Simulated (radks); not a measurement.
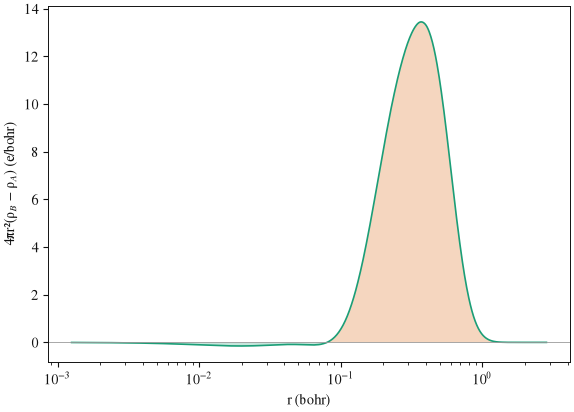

Two charge states of zirconium were computed: Zr²³⁺ in [Ne] 3s2 3p5 (high spin); Zr¹⁷⁺ in [Ar] 3d5 (high spin). All numbers are computed, not measured: scalar-relativistic Kohn-Sham, BLYP, spin-polarised, spherical densities, finite nucleus (the in-house radial solver radks).

The plot shows the radial density of run B less that of run A; on the logarithmic r axis, areas aren't charges.

Assign A and B and describe the change of the density.

Answer. A is Zr²³⁺ in [Ne] 3s2 3p5 (high spin); B is Zr¹⁷⁺ in [Ar] 3d5 (high spin). B holds 6.0 electrons more than A where the difference is positive (most at r = 0.37 bohr) and hardly less anywhere, a net change of +6. The energy of B less that of A is −5125 eV.
